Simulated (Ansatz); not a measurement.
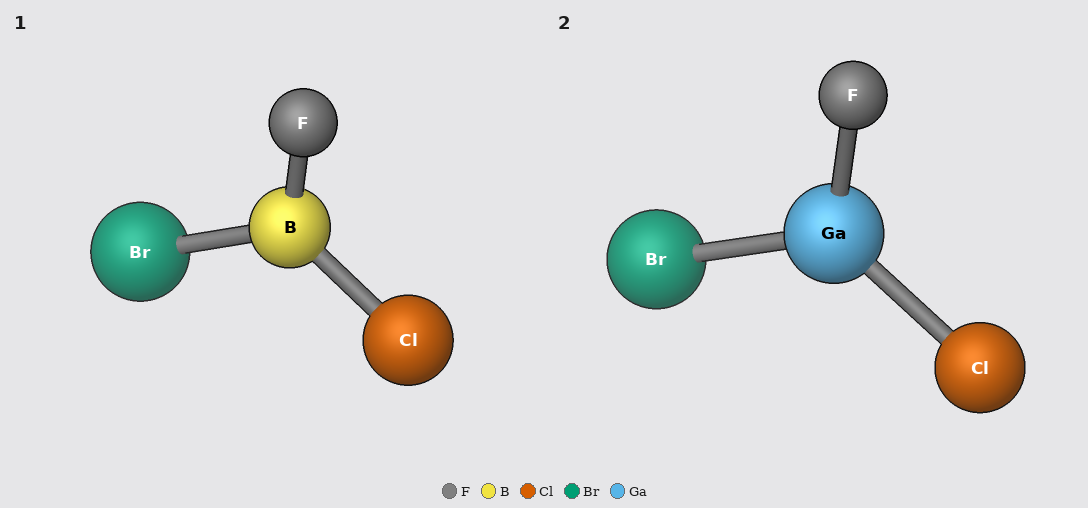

2 molecules with one skeleton, seen from the same side and at one scale. Each species is neutral and a spin singlet. Computed geometries: PBE0-D4/def2-TZVP optimisations, one conformation each. Properties computed with Ansatz 0.2.0.

One atom differs, called X below: B in panel 1, Ga in panel 2. Their formulas are BBrClF (`FB(Cl)Br`), GaBrClF (`[F][Ga]([Cl])[Br]`).

> In which is the HOMO energy (Kohn–Sham orbital) higher (PBE0-D4/def2-SVP)?

In panel 1 (X = B).

> In which is the length of X–Cl larger (PBE0-D4/def2-TZVP)?

In panel 2 (X = Ga).

Give the values. With PBE0-D4/def2-TZVP: length of X–Br (Å), length of X–Cl (Å), length of X–F (Å), angle Cl–X–Br (°), dipole moment (D), harmonic zero-point energy (kJ/mol). With PBE0-D4/def2-SVP: HOMO energy (Kohn–Sham orbital) (eV), HOMO–LUMO gap (eV).

| quantity | 1 (B) | 2 (Ga) | 2 − 1 |
| --- | --- | --- | --- |
| length of X–Br (Å) | 1.903 | 2.246 | +0.343 |
| length of X–Cl (Å) | 1.737 | 2.107 | +0.370 |
| length of X–F (Å) | 1.309 | 1.735 | +0.426 |
| angle Cl–X–Br (°) | 121.6 | 123.8 | +2.2 |
| dipole moment (D) | 0.31 | 1.05 | +0.74 |
| harmonic zero-point energy (kJ/mol) | 22.9 | 11.3 | −11.6 |
| HOMO energy (Kohn–Sham orbital) (eV) | −8.73 | −9.10 | −0.37 |
| HOMO–LUMO gap (eV) | 7.79 | 7.12 | −0.67 |
